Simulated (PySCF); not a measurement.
**C₃H₈O₂SSi: density, localisation and related maps**

```xyz
15

C     2.7086   -0.0865   -0.3147
O     1.4744    0.4500    0.0663
Si    0.0049   -0.1409   -0.2551
S    -0.0129   -2.2219    0.2779
C    -1.1041    0.9277    0.8571
C    -2.5161    0.5650    0.6013
O    -2.8514   -0.3814   -0.0612
H     2.7402   -1.1587   -0.1147
H     3.4849    0.4164    0.2608
H     2.8789    0.0791   -1.3798
H    -0.3533   -0.0341   -1.6663
H    -1.3161   -2.3845    0.1444
H    -0.9637    1.9945    0.6901
H    -0.9029    0.7628    1.9179
H    -3.2760    1.2207    1.0688
```

Geometry: GFN2-xTB.

Level of theory: PBE0/def2-SVPD, SCF density, gas phase in PySCF.

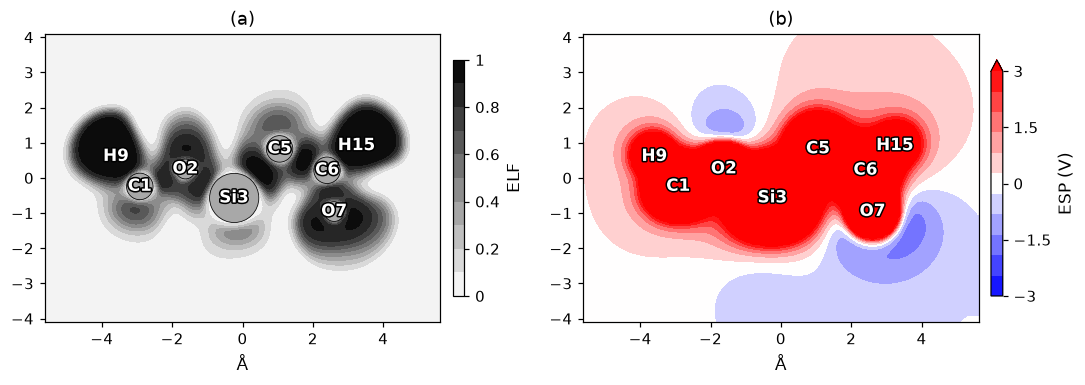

Figure 1. (a) ELF; (b) electrostatic potential on the plane of atoms Si3, C5 and C6. Grey discs cover the atomic cores in the ELF map.

**What do the fields say about this system?**

Atoms in the plane: C, O, Si and H. C–O (1.20 Å): the ELF peaks at about 0.85 between the atoms (a multiple bond). C–C (1.48 Å): the ELF peaks at about 0.95 between the atoms (a shared electron pair). Si–O (1.62 Å): the ELF peaks at about 0.85 between the atoms, as expected for a polar covalent bond. C–Si (1.90 Å): the ELF peaks at about 1 between the atoms, as expected for a covalent bond. C–H (1.09 Å): the ELF climbs to about 1 towards the hydrogen, as it does in any bond to H: a covalent bond by its length. The ELF also peaks beside O7 and O2, away from the bonds: lone-pair regions. Outside the dense part of the molecule the potential is most negative (−1.7 V) near O7.

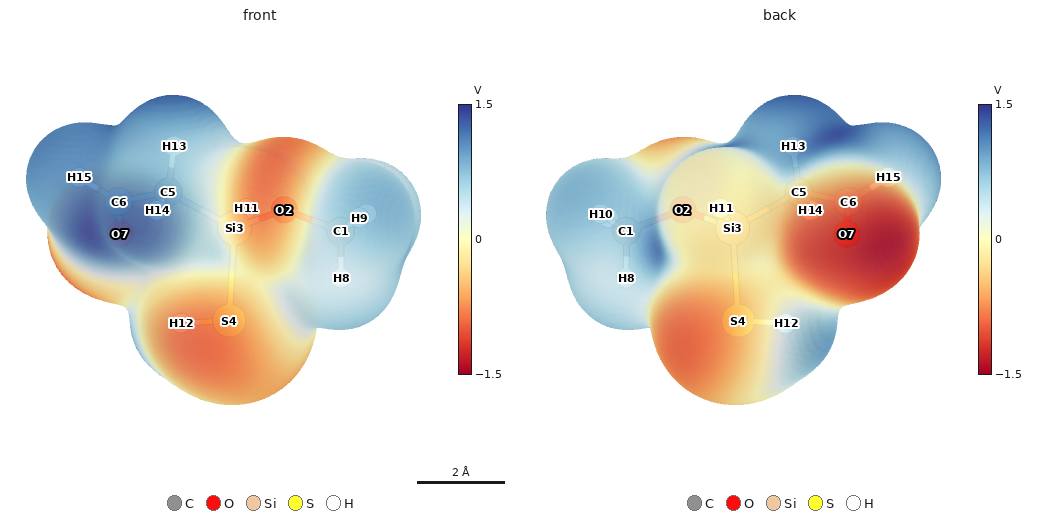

Figure 2. The electrostatic potential painted on the density surface at 0.002 e/bohr³, seen from the front and from behind; red is negative and blue positive.

**Describe the electrostatic potential map.**

The most negative region (about −1.4 V) lies over O7, the most positive (about +1.3 V) over C6 and H13. O7 is the likeliest acceptor of a hydrogen bond.

**What dipole moment does the calculation give?**

Its dipole moment is 2.61 D.
